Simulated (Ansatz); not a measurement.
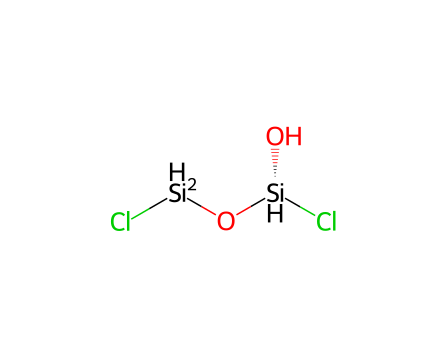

The geometry was computed by an optimisation with PBE0-D4/def2-TZVP. No frequency run is at hand to confirm it as a minimum. Program: Ansatz 0.2.0.

Compare dipole (D) at these levels: B3LYP-D4/def2-TZVPP; PBE-D4/def2-TZVPP; PBE0-D4/def2-TZVP; r2SCAN-D4/def2-TZVPP; ωB97M-V/def2-TZVPP.

```tsv
level	dipole (D)
B3LYP-D4/def2-TZVPP	1.11
PBE-D4/def2-TZVPP	1.03
PBE0-D4/def2-TZVP	1.12
r2SCAN-D4/def2-TZVPP	1.07
ωB97M-V/def2-TZVPP	1.10
```
